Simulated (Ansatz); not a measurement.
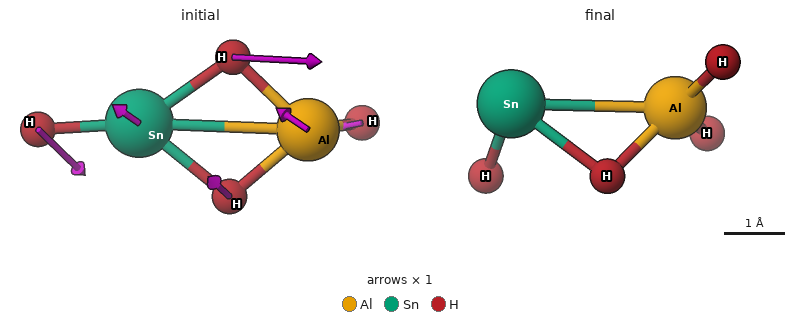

The structure of AlSnH₄ (multiplicity 2) before (left) and after (right) a relaxation, at one scale. The purple arrows give the displacements, at their true length.

The picture is a ball-and-stick view, seen face on.

It is one of the separated reactants of a reaction.

The calculation used Ansatz 0.2.0, UKS PBE-D4/def2-SVP. (force threshold 0.03 eV/Å; at most 250 steps)

Summarise the run.

Answer. After 15 geometry steps the energy has fallen by 49.9 kcal/mol. The largest force component goes from 1.5 to 0.009 eV/Å. An H atom moves most after the best rigid fit: 1.73 Å. Largest moves by element: H 1.73 Å, Al 0.74 Å, Sn 0.64 Å. Some distances before and after: H–Sn 1.947 → 3.718 Å, Al–H 1.749 → 1.595 Å, H–Sn 1.947 → 2.054 Å, H–Sn 1.700 → 1.792 Å. Among the angles between lasting bonds that change: Al–Sn–H 171.5° → 98.6°, Sn–Al–H 42.1° → 114.5°, H–Sn–H 137.5° → 85.4°. Cost: 27 s on 2 threads of Arm Neoverse V1 (shared host).
